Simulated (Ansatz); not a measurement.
**SnSe2 (CdI2 type), map of one atom of the cell**

SnSe2 (CdI2 type)

```
SnSe2
1.0
    7.68056     0.00000     0.00000
   -1.92014     3.32578     0.00000
    0.00000     0.00000     6.00569
Sn Se
2 4
Cartesian
  0.00000   0.00000   0.00000
  3.84028   0.00000   0.00000
  0.00000   2.21719   1.59350
  3.84028   2.21719   1.59350
  1.92014   1.10859   4.41219
  5.76042   1.10859   4.41219
```

In this cell atom 1 (Sn, nearest neighbour Se at 2.730 Å; its periodic images, 3.8 Å or more away, move with it) is moved by u·(1.000, 0.000, 0.000) + v·(0.000, 1.000, 0.000); the rest is frozen.

Level of theory: PBE-D3(BJ) (plane waves to 420 eV, PAW, scalar-relativistic; Ansatz, a quantum-chemistry and plane-wave program). k mesh 4×8×5 (Γ-centred), Fermi-Dirac smearing 0.05 eV. Energies are smeared free energies. Points where atoms come too close for the PAW data are left out (x in tables, blank in figures). As the smearing reaches across the gap at some points, energies and forces of such displacements shift with the k mesh and the smearing. SnSe2 was relaxed with its symmetry unable to fall. The zero of ΔE is the undisplaced structure. Axes are in Å.

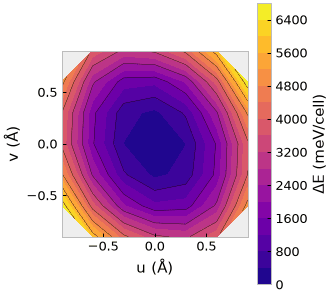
*ΔE (meV/cell) over the 7×7 grid of computed points.*

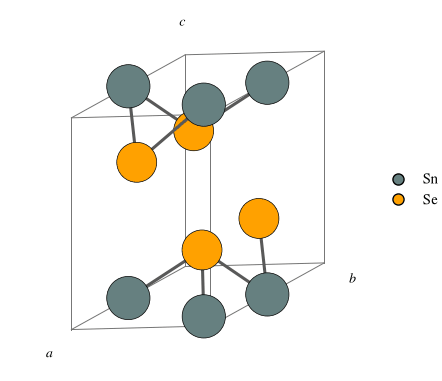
Fig. 1. The cell of the calculation at u = -0.900 Å, v = -0.600 Å.

Principal force constants in the plane (five-point differences of the forces): 5.4 and 9.6 eV/Å². Centre of the map: a minimum. Lowest place on the grid: u = 0.000 Å, v = 0.000 Å (0 meV/cell). Softest direction at the centre: 120° from u towards v.

(A displaced cell: forces are minus the slopes of the energy, force constants its curvatures, and phonons follow from these.)
